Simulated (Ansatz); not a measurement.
## Frozen-phonon scan for GaAs (zinc blende)

GaAs (zinc blende)

```
GaAs
1.0
    0.00000     5.74607     5.74607
    2.87304     0.00000     2.87304
    2.87304     2.87304     0.00000
As Ga
2 2
Direct
  0.37500   0.75000   0.75000
  0.87500   0.75000   0.75000
  0.00000   0.00000   0.00000
  0.50000   0.00000   0.00000
```

The atoms are displaced by Q × the pattern below (from a DFPT mode at L = (0.5, 0.0, 0.0), largest move 1; Q in Å), at fixed cell. It is one choice among 2 degenerate patterns. (q is in reciprocal vectors of the primitive cell; the cell shown is doubled to hold the pattern.)

```
atom       x       y       z
----  ------  ------  ------
As1    0.267  -0.486   0.753
As2   -0.267   0.486  -0.753
Ga3   -0.285   0.520  -0.805
Ga4    0.285  -0.520   0.805
```

Calculation: PBE (plane waves to 420 eV, PAW, scalar-relativistic; Ansatz, a quantum-chemistry and plane-wave program). k mesh 5×10×10 (Γ-centred), Fermi-Dirac smearing 0.05 eV. Energies are smeared free energies. GaAs was relaxed with its symmetry unable to fall. The PAW data are Ansatz's earlier set. The zero of ΔE is the undisplaced structure.

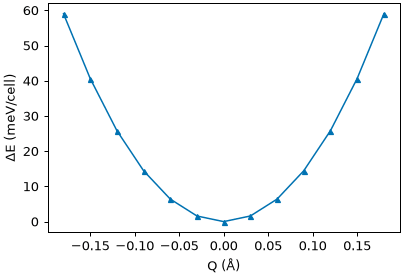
Fig. 1. ΔE (meV/cell) against Q (Å); one marker a computed point.

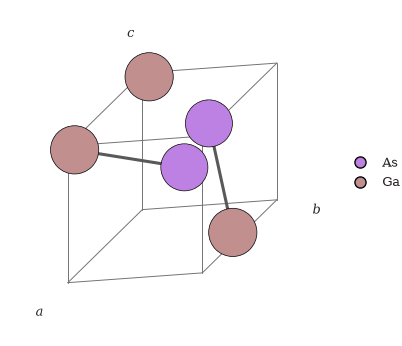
Fig. 1. The cell of the calculation at Q = -0.180 Å.

The energy at Q = 0.180 Å is 59.0 meV/cell. Harmonic wavenumber from the curvature (finite differences): 60 cm⁻¹. Space group of the distorted cell: P1 (No. 1), lowered from F-43m. Symmetry of the curve: even: the same for both signs. Wavenumber by perturbation theory (DFPT, on another k mesh): 60 cm⁻¹.

E″ = 3.54 eV/Å², M = Σ mᵢ|uᵢ|² = 270.5 u, ν̃ = 521.5·√(|E″|/M).

(For displaced atoms, the force is minus the slope of the energy, and its curvature is a force constant, which sets phonon frequencies.)
